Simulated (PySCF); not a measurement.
**CCSDTQ/STO-6G run of BH3Cl− (SMILES [H][B-]([H])([H])Cl)**

What is the energy change on altering one bond length of BH3Cl− at CCSDTQ/STO-6G? 

The results are computed with PySCF 2.14.0.

10 further runs of the same task are left out: 1 that didn't finish, 9 set aside as unsound or not needed.

## (1) The structure to begin with

BH3Cl−: 5 atoms, total charge -1, spin state singlet. As SMILES, `[H][B-]([H])([H])Cl`. Geometry: relaxed at GFN2-xTB.

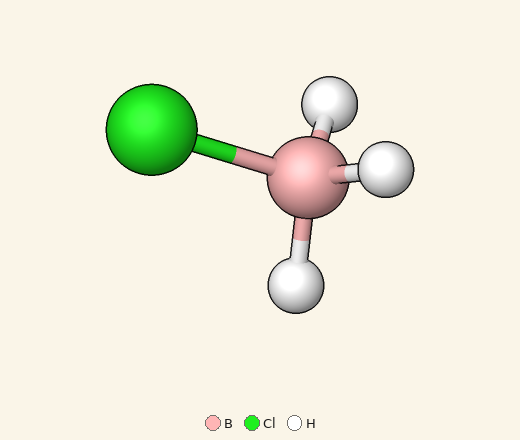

Viewed from a chosen angle; boron pink, chlorine green, hydrogen white.

## (2) The energy at CCSDTQ/STO-6G

The input, run.py:

```python
from pyscf import gto, cc

system = gto.M(
    atom='''
B     -0.002419     0.003080    -0.315603
Cl     0.025700    -0.039949     3.226386
H      2.177531     0.021505    -0.986891
H     -1.108589     1.900498    -0.939194
H     -1.092224    -1.885153    -0.984698
''',
    basis='sto-6g',
    verbose=3,
    spin=0,
    max_memory=1860,
    unit='bohr',
    charge=-1,
)

hf = system.RHF()
hf.conv_tol = 1e-10
hf.kernel()
if not hf.converged:
    hf = hf.newton().run(hf.mo_coeff, hf.mo_occ)

mycc = cc.CCSDTQ(hf, frozen=6)
mycc.kernel()
e_tot = mycc.e_tot
print('Final energy', e_tot)
```

The run is started by

```bash
$ OMP_NUM_THREADS=1 python run.py
```

Output:

```text
converged SCF energy = -484.324334927407
_make_eris_incore_RCCSDTQ
RCCSDTQ converged
E(RCCSDTQ) = -484.3880790016731   E_corr = -0.06374407426652097
E_corr(same-spin) = -0.00173932185481862
E_corr(oppo-spin) = -0.0620047524117023
Final energy -484.38807900167313
```

Run time: 5.4 s. Hardware: 1 thread of Arm Neoverse V1, shared host; peak memory 0.13 GiB.

## (3) The distorted shape at the same level

The input, input.py:

```python
from pyscf import gto, cc

mol = gto.Mole()
mol.atom = '''
B      1.324991    -2.273830     0.432709
Cl     1.353110    -2.316859     3.974699
H      3.504941    -2.255405    -0.238578
H     -1.108589     1.900498    -0.939194
H      0.235186    -4.162063    -0.236386
'''
mol.charge = -1
mol.basis = 'sto-6g'
mol.unit = 'bohr'
mol.verbose = 3
mol.max_memory = 1860
mol.build()

mf = mol.RHF()
mf.conv_tol = 1e-10
mf.kernel()
if not mf.converged:
    mf = mf.newton().run(mf.mo_coeff, mf.mo_occ)

mycc = cc.CCSDTQ(mf, frozen=6)
mycc.kernel()
etot = mycc.e_tot
print('E = %.10f Eh' % etot)
```

The run is started by

```bash
$ OMP_NUM_THREADS=1 python input.py
```

Output:

```text
converged SCF energy = -484.050281036218
_make_eris_incore_RCCSDTQ
RCCSDTQ converged
E(RCCSDTQ) = -484.1946603728755   E_corr = -0.1443793366575445
E_corr(same-spin) = -0.00309563715825007
E_corr(oppo-spin) = -0.141283699499294
E = -484.1946603729 Eh
```

Wall time 6.9 s (1 thread of Arm Neoverse V1, shared host); peak memory 0.13 GiB.

## (4) Outcome

Level: CCSDTQ/STO-6G, 6 core orbitals frozen.

```
                                                              quantity          value
                                             first shape: total energy  -484.38808 Eh
                      first shape: HOMO energy (Hartree–Fock orbitals)       -2.18 eV
                      first shape: LUMO energy (Hartree–Fock orbitals)       20.88 eV
    first shape: HOMO–LUMO gap (to an unbound level, set by the basis)       23.06 eV
              first shape: correlation energy (6 core orbitals frozen)      -63.7 mEh
                                            first shape: T1 diagnostic          0.005
                                         distorted shape: total energy  -484.19466 Eh
                  distorted shape: HOMO energy (Hartree–Fock orbitals)        2.20 eV
                  distorted shape: LUMO energy (Hartree–Fock orbitals)       11.54 eV
distorted shape: HOMO–LUMO gap (to an unbound level, set by the basis)        9.34 eV
          distorted shape: correlation energy (6 core orbitals frozen)     -144.4 mEh
                                        distorted shape: T1 diagnostic          0.070
     energy change with the B1–H4 bond stretched from 1.208 to 2.658 Å       5.263 eV
```

What this shows: With the B1–H4 bond stretched from 1.208 to 2.658 Å the energy rises by 5.26 eV (121 kcal/mol). The first shape isn't relaxed at this level, so the change isn't measured from a minimum. The minimal basis adds a large error of its own. The HOMO (distorted shape) lies at positive energy, 2.20 eV: the electron is unbound at this level or held by a compact basis; values depend on the basis.
